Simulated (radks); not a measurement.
# Filling a jellium sphere with rs = 2.07 bohr, 16 to 21 electrons, part 2 of 2

radks, non-relativistic spin-polarised Kohn-Sham, LDA (Slater exchange, Perdew-Wang correlation), spherically averaged shells. Earlier steps stand in the parts before.

## 5. N = 19

Trying: add 2s up. Settings of this run:

```ini
kind = jellium
xc = PW
rs = 2.07  # bohr
electrons = 19
background = 19  # e
configuration = 1s2 1p6 1d10 2s(up 1, down 0)
```

The program writes no log. Results of the run, from its result record (rounded, main fields):

```text
{
  "status": "converged",
  "energy_total [hartree]": -0.277893878,
  "energy_kinetic [hartree]": 3.779006,
  "energy_external [hartree]": -75.04994,
  "energy_hartree [hartree]": 36.07095,
  "energy_xc [hartree]": -4.291532,
  "energy_background [hartree]": 39.21362,
  "orbitals [level, occupation, hartree, mean radius in bohr]": [
    ["1s up", 1, -0.434284, 3.27918],
    ["1p up", 3, -0.314615, 4.16848],
    ["1d up", 5, -0.183654, 4.91098],
    ["2s up", 1, -0.164382, 4.64499],
    ["1s down", 1, -0.424058, 3.37365],
    ["1p down", 3, -0.310484, 4.18462],
    ["1d down", 5, -0.180394, 4.90561]
  ],
  "r2_mean [bohr^2]": 22.48674,
  "mag [bohr magneton]": 1,
  "err": 5.3e-10,
  "spill_out [electrons]": 4.325832
}
```

Trying: add 2p up. Changed: configuration = 1s2 1p6 1d10 2p(up 1, down 0).

Result:

```text
{
  "status": "converged",
  "energy_total [hartree]": -0.161878005,
  "energy_kinetic [hartree]": 3.802622,
  "energy_external [hartree]": -74.60282,
  "energy_hartree [hartree]": 35.66472,
  "energy_xc [hartree]": -4.240015,
  "energy_background [hartree]": 39.21362,
  "orbitals [level, occupation, hartree, mean radius in bohr]": [
    ["1s up", 1, -0.457746, 3.24548],
    ["1p up", 3, -0.335568, 4.12871],
    ["1d up", 5, -0.202119, 4.8728],
    ["2p up", 1, -0.0663862, 6.89234],
    ["1s down", 1, -0.453211, 3.2723],
    ["1p down", 3, -0.332905, 4.13701],
    ["1d down", 5, -0.19987, 4.85954]
  ],
  "r2_mean [bohr^2]": 23.59254,
  "mag [bohr magneton]": 1,
  "err": 1.2e-09,
  "spill_out [electrons]": 4.477509
}
```

Trying: move 1d down to 2s down. Changed: configuration = 1s2 1p6 1d(up 5, down 4) 2s2.

Result:

```text
{
  "status": "converged",
  "energy_total [hartree]": -0.247046832,
  "energy_kinetic [hartree]": 3.750391,
  "energy_external [hartree]": -74.91047,
  "energy_hartree [hartree]": 35.95819,
  "energy_xc [hartree]": -4.25877,
  "energy_background [hartree]": 39.21362,
  "orbitals [level, occupation, hartree, mean radius in bohr]": [
    ["1s up", 1, -0.432344, 3.41569],
    ["1p up", 3, -0.321459, 4.20149],
    ["1d up", 5, -0.192279, 4.89494],
    ["2s up", 1, -0.15758, 4.71157],
    ["1s down", 1, -0.427381, 3.4002],
    ["1p down", 3, -0.315536, 4.20178],
    ["1d down", 4, -0.186438, 4.91034],
    ["2s down", 1, -0.154355, 4.73851]
  ],
  "r2_mean [bohr^2]": 22.72674,
  "mag [bohr magneton]": 1,
  "err": 3.1e-10,
  "spill_out [electrons]": 4.493494
}
```

The cation, at the same background. Changed: electrons = 18, configuration = 1s2 1p6 1d10.

Result:

```text
{
  "status": "converged",
  "energy_total [hartree]": -0.0428898292,
  "energy_kinetic [hartree]": 3.721108,
  "energy_external [hartree]": -72.12351,
  "energy_hartree [hartree]": 33.26856,
  "energy_xc [hartree]": -4.122667,
  "energy_background [hartree]": 39.21362,
  "orbitals [level, occupation, hartree, mean radius in bohr]": [
    ["1s up", 1, -0.587541, 3.22384],
    ["1p up", 3, -0.463711, 4.09296],
    ["1d up", 5, -0.327711, 4.78784],
    ["1s down", 1, -0.587541, 3.22384],
    ["1p down", 3, -0.463711, 4.09296],
    ["1d down", 5, -0.327711, 4.78784]
  ],
  "r2_mean [bohr^2]": 21.13571,
  "mag [bohr magneton]": 0,
  "err": 1.5e-10,
  "spill_out [electrons]": 3.473246
}
```

The anion, at the same background. Changed: electrons = 20, configuration = 1s2 1p6 1d10 2s2.

Result:

```text
{
  "status": "converged",
  "energy_total [hartree]": -0.363681012,
  "energy_kinetic [hartree]": 3.79415,
  "energy_external [hartree]": -77.70241,
  "energy_hartree [hartree]": 38.76193,
  "energy_xc [hartree]": -4.430969,
  "energy_background [hartree]": 39.21362,
  "orbitals [level, occupation, hartree, mean radius in bohr]": [
    ["1s up", 1, -0.286224, 3.406],
    ["1p up", 3, -0.174862, 4.24411],
    ["1d up", 5, -0.0486541, 5.03318],
    ["2s up", 1, -0.0230889, 5.08289],
    ["1s down", 1, -0.286224, 3.406],
    ["1p down", 3, -0.174862, 4.24411],
    ["1d down", 5, -0.0486541, 5.03318],
    ["2s down", 1, -0.0230889, 5.08289]
  ],
  "r2_mean [bohr^2]": 24.27162,
  "mag [bohr magneton]": 0,
  "err": 1.3e-09,
  "spill_out [electrons]": 5.301552
}
```

| candidate | configuration | above the lowest (eV) |
| --- | --- | --- |
| add 2s up | 1s2 1p6 1d10 2s(up 1, down 0) | lowest |
| add 2p up | 1s2 1p6 1d10 2p(up 1, down 0) | 3.16 |
| move 1d down to 2s down | 1s2 1p6 1d(up 5, down 4) 2s2 | 0.839 |

The series goes on from 1s2 1p6 1d10 2s(up 1, down 0).

## 6. 20 electrons

Trying: add 2s down. Settings of this run:

```ini
kind = jellium
xc = PW
rs = 2.07  # bohr
electrons = 20
background = 20  # e
configuration = 1s2 1p6 1d10 2s2
```

The program writes no log. Results of the run, from its result record (rounded, main fields):

```text
{
  "status": "converged",
  "energy_total [hartree]": -0.322214771,
  "energy_kinetic [hartree]": 3.929146,
  "energy_external [hartree]": -81.81042,
  "energy_hartree [hartree]": 39.35493,
  "energy_xc [hartree]": -4.509279,
  "energy_background [hartree]": 42.71341,
  "orbitals [level, occupation, hartree, mean radius in bohr]": [
    ["1s up", 1, -0.429295, 3.44718],
    ["1p up", 3, -0.320457, 4.24836],
    ["1d up", 5, -0.194082, 4.94147],
    ["2s up", 1, -0.16076, 4.70738],
    ["1s down", 1, -0.429295, 3.44718],
    ["1p down", 3, -0.320457, 4.24836],
    ["1d down", 5, -0.194082, 4.94147],
    ["2s down", 1, -0.16076, 4.70738]
  ],
  "r2_mean [bohr^2]": 23.21788,
  "mag [bohr magneton]": 0,
  "err": 6.3e-10,
  "spill_out [electrons]": 4.579586,
  "alpha [bohr^3]": 325.9759
}
```

Trying: add 1f up. Changed: configuration = 1s2 1p6 1d10 2s(up 1, down 0) 1f(up 1, down 0).

Result:

```text
{
  "status": "converged",
  "energy_total [hartree]": -0.224336619,
  "energy_kinetic [hartree]": 4.046255,
  "energy_external [hartree]": -81.75563,
  "energy_hartree [hartree]": 39.29428,
  "energy_xc [hartree]": -4.52265,
  "energy_background [hartree]": 42.71341,
  "orbitals [level, occupation, hartree, mean radius in bohr]": [
    ["1s up", 1, -0.445341, 3.30696],
    ["1p up", 3, -0.327678, 4.19992],
    ["1d up", 5, -0.198568, 4.92518],
    ["2s up", 1, -0.178751, 4.5982],
    ["1f up", 1, -0.06515, 5.83386],
    ["1s down", 1, -0.432891, 3.38209],
    ["1p down", 3, -0.31991, 4.20049],
    ["1d down", 5, -0.19075, 4.91222]
  ],
  "r2_mean [bohr^2]": 23.28735,
  "mag [bohr magneton]": 2,
  "err": 1.6e-09,
  "spill_out [electrons]": 4.52394
}
```

Trying: add 2p up. Changed: configuration = 1s2 1p6 1d10 2s(up 1, down 0) 2p(up 1, down 0).

Result:

```text
{
  "status": "converged",
  "energy_total [hartree]": -0.217997438,
  "energy_kinetic [hartree]": 3.969323,
  "energy_external [hartree]": -81.42481,
  "energy_hartree [hartree]": 38.9982,
  "energy_xc [hartree]": -4.474116,
  "energy_background [hartree]": 42.71341,
  "orbitals [level, occupation, hartree, mean radius in bohr]": [
    ["1s up", 1, -0.458113, 3.32461],
    ["1p up", 3, -0.341549, 4.19687],
    ["1d up", 5, -0.212206, 4.91285],
    ["2s up", 1, -0.189638, 4.5994],
    ["2p up", 1, -0.0711323, 6.73042],
    ["1s down", 1, -0.443875, 3.44426],
    ["1p down", 3, -0.33479, 4.22199],
    ["1d down", 5, -0.20678, 4.89839]
  ],
  "r2_mean [bohr^2]": 24.08728,
  "mag [bohr magneton]": 2,
  "err": 7.7e-10,
  "spill_out [electrons]": 4.70303
}
```

The cation, at the same background. Changed: electrons = 19, configuration = 1s2 1p6 1d10 2s(up 0, down 1).

Result:

```text
{
  "status": "converged",
  "energy_total [hartree]": -0.0930556408,
  "energy_kinetic [hartree]": 3.886311,
  "energy_external [hartree]": -78.81102,
  "energy_hartree [hartree]": 36.467,
  "energy_xc [hartree]": -4.348748,
  "energy_background [hartree]": 42.71341,
  "orbitals [level, occupation, hartree, mean radius in bohr]": [
    ["1s up", 1, -0.57772, 3.39887],
    ["1p up", 3, -0.465738, 4.17902],
    ["1d up", 5, -0.335014, 4.8311],
    ["1s down", 1, -0.588455, 3.29874],
    ["1p down", 3, -0.470082, 4.16118],
    ["1d down", 5, -0.338357, 4.8347],
    ["2s down", 1, -0.314306, 4.41643]
  ],
  "r2_mean [bohr^2]": 21.83893,
  "mag [bohr magneton]": -1,
  "err": 2.2e-10,
  "spill_out [electrons]": 3.701104
}
```

The anion, at the same background (1s2 1p6 1d10 2s2 1f(up 1, down 0)): an occupied level came out unbound, so its energy isn't used.

| candidate | configuration | above the lowest (eV) |
| --- | --- | --- |
| add 2s down | 1s2 1p6 1d10 2s2 | lowest |
| add 1f up | 1s2 1p6 1d10 2s(up 1, down 0) 1f(up 1, down 0) | 2.66 |
| add 2p up | 1s2 1p6 1d10 2s(up 1, down 0) 2p(up 1, down 0) | 2.84 |

Kept: 1s2 1p6 1d10 2s2.

## 7. Electron number 21

Trying: add 1f up. Settings of this run:

```ini
kind = jellium
xc = PW
rs = 2.07  # bohr
electrons = 21
background = 21  # e
configuration = 1s2 1p6 1d10 2s2 1f(up 1, down 0)
```

The program writes no log. Results of the run, from its result record (rounded, main fields):

```text
{
  "status": "converged",
  "energy_total [hartree]": -0.275937483,
  "energy_kinetic [hartree]": 4.195926,
  "energy_external [hartree]": -88.78169,
  "energy_hartree [hartree]": 42.72139,
  "energy_xc [hartree]": -4.743417,
  "energy_background [hartree]": 46.33186,
  "orbitals [level, occupation, hartree, mean radius in bohr]": [
    ["1s up", 1, -0.438473, 3.47953],
    ["1p up", 3, -0.331644, 4.28203],
    ["1d up", 5, -0.207176, 4.96082],
    ["2s up", 1, -0.173123, 4.66312],
    ["1f up", 1, -0.0752403, 5.79882],
    ["1s down", 1, -0.436101, 3.45698],
    ["1p down", 3, -0.327904, 4.2669],
    ["1d down", 5, -0.202591, 4.95389],
    ["2s down", 1, -0.169972, 4.66988]
  ],
  "r2_mean [bohr^2]": 23.93924,
  "mag [bohr magneton]": 1,
  "err": 3.9e-10,
  "spill_out [electrons]": 4.757046
}
```

Trying: add 2p up. Changed: configuration = 1s2 1p6 1d10 2s2 2p(up 1, down 0).

Result:

```text
{
  "status": "converged",
  "energy_total [hartree]": -0.261013704,
  "energy_kinetic [hartree]": 4.117683,
  "energy_external [hartree]": -88.42653,
  "energy_hartree [hartree]": 42.40738,
  "energy_xc [hartree]": -4.691413,
  "energy_background [hartree]": 46.33186,
  "orbitals [level, occupation, hartree, mean radius in bohr]": [
    ["1s up", 1, -0.451548, 3.49816],
    ["1p up", 3, -0.345789, 4.28023],
    ["1d up", 5, -0.22118, 4.94927],
    ["2s up", 1, -0.184089, 4.66719],
    ["2p up", 1, -0.0729132, 6.74527],
    ["1s down", 1, -0.44777, 3.51894],
    ["1p down", 3, -0.343237, 4.28752],
    ["1d down", 5, -0.218995, 4.94016],
    ["2s down", 1, -0.179443, 4.63328]
  ],
  "r2_mean [bohr^2]": 24.72383,
  "mag [bohr magneton]": 1,
  "err": 1.1e-09,
  "spill_out [electrons]": 4.955085
}
```

Trying: move 1f up to 2p up: the same state as a run above.

The cation, at the same background. Changed: electrons = 20, configuration = 1s2 1p6 1d10 2s2.

Result:

```text
{
  "status": "converged",
  "energy_total [hartree]": -0.134487947,
  "energy_kinetic [hartree]": 4.038233,
  "energy_external [hartree]": -85.71312,
  "energy_hartree [hartree]": 39.77504,
  "energy_xc [hartree]": -4.566507,
  "energy_background [hartree]": 46.33186,
  "orbitals [level, occupation, hartree, mean radius in bohr]": [
    ["1s up", 1, -0.579914, 3.47651],
    ["1p up", 3, -0.472839, 4.24704],
    ["1d up", 5, -0.346166, 4.87883],
    ["2s up", 1, -0.30667, 4.47994],
    ["1s down", 1, -0.579914, 3.47651],
    ["1p down", 3, -0.472839, 4.24704],
    ["1d down", 5, -0.346166, 4.87883],
    ["2s down", 1, -0.30667, 4.47994]
  ],
  "r2_mean [bohr^2]": 22.56316,
  "mag [bohr magneton]": 0,
  "err": 3.3e-11,
  "spill_out [electrons]": 3.95081
}
```

The anion, at the same background (1s2 1p6 1d10 2s2 1f(up 2, down 0)): an occupied level came out unbound, so its energy isn't used.

| candidate | configuration | above the lowest (eV) |
| --- | --- | --- |
| add 1f up | 1s2 1p6 1d10 2s2 1f(up 1, down 0) | lowest |
| add 2p up | 1s2 1p6 1d10 2s2 2p(up 1, down 0) | 0.406 |
| move 1f up to 2p up | 1s2 1p6 1d10 2s2 2p(up 1, down 0) | 0.406 |

Lowest: 1s2 1p6 1d10 2s2 1f(up 1, down 0).

From the same record, its empty bound levels (hartree) and its density (bohr, e/bohr³):

```text
empty: [["2p up", -0.060871], ["1f down", -0.070398], ["2p down", -0.057948]]
r: [0.1957, 0.6875, 1.179, 1.671, 2.163, 2.655, 3.146, 3.638, 4.13, 4.622, 5.114, 5.605, 6.097, 6.589, 7.081, 7.573, 8.064, 8.556, 9.048, 9.54]
n: [0.03354, 0.03203, 0.02952, 0.02718, 0.02594, 0.02604, 0.0268, 0.02695, 0.02532, 0.02152, 0.01627, 0.01092, 0.006643, 0.003802, 0.002097, 0.001132, 0.000603, 0.0003188, 0.000168, 8.847e-05]
```

## 8. Trends over these counts

| N | configuration | unpaired | E/N (eV) | ionisation (eV) | affinity (eV) | second difference (eV) | spill-out (e) |
| --- | --- | --- | --- | --- | --- | --- | --- |
| 16 | 1s2 1p6 1d(up 5, down 3) | 2 | -0.206 | 6.09 | 2.14 | -0.501 | 3.87 |
| 17 | 1s2 1p6 1d(up 5, down 4) | 1 | -0.268 | 6.39 | 2.44 | -0.338 | 3.98 |
| 18 | 1s2 1p6 1d10 | 0 | -0.342 | 6.65 | 2.39 | 0.182 | 4.09 |
| 19 | 1s2 1p6 1d10 2s(up 1, down 0) | 1 | -0.398 | 6.39 | 2.33 | 0.208 | 4.33 |
| 20 | 1s2 1p6 1d10 2s2 | 0 | -0.438 | 6.24 | - | 2.465 | 4.58 |
| 21 | 1s2 1p6 1d10 2s2 1f(up 1, down 0) | 1 | -0.358 | 3.85 | - | - | 4.76 |

The second difference is E(N+1) + E(N-1) - 2E(N) of neutral clusters.

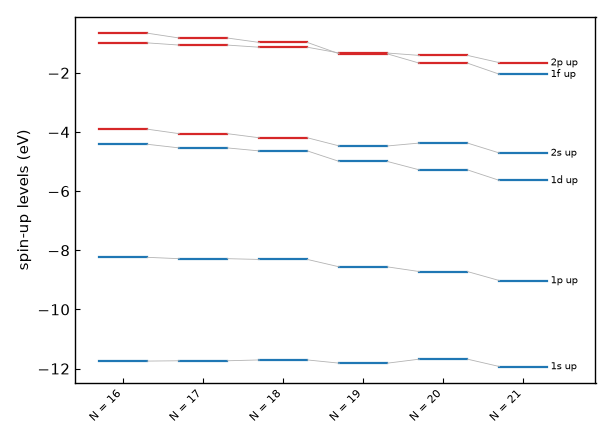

Spin-up levels of the kept configurations; wholly or partly filled blue, empty red.

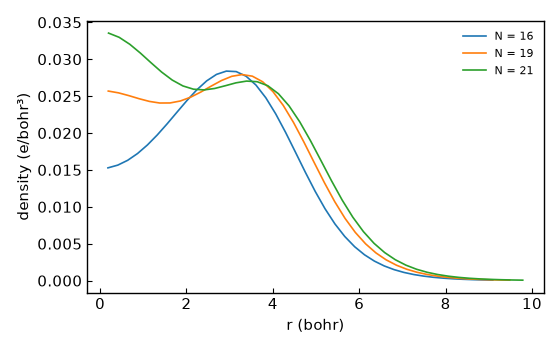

Electron densities along the radius.

## 9. What came out

The summary covers parts 1 to 2.

```
                 quantity                                value
       closed shells at N                            18 and 20
largest second difference  2.47 eV at N = 20 (of N = 16 to 20)
  most unpaired electrons                          2 at N = 16
      ionisation energies                      3.85 to 6.65 eV
 polarisability at N = 18                          283.4 bohr³
  configuration at N = 21    1s2 1p6 1d10 2s2 1f(up 1, down 0)
```

What this shows: All occupied shells are full at N = 18 and 20; the largest second difference falls on N = 20. Among the lowest states kept at each count, up to 2 electrons are unpaired (N = 16), since exchange favours parallel spins. The polarisability at N = 18 is 1.77 times the classical R³, since electrons spill past the background. The anion gave no bound, converged state at N = 20 and 21; semilocal functionals bind extra electrons too weakly, through self-interaction. The ions keep the filling of the neutral cluster, less or plus one electron, without a search of their own. The model keeps every shell spherical, so real clusters and dots, which can deform, may order levels otherwise.
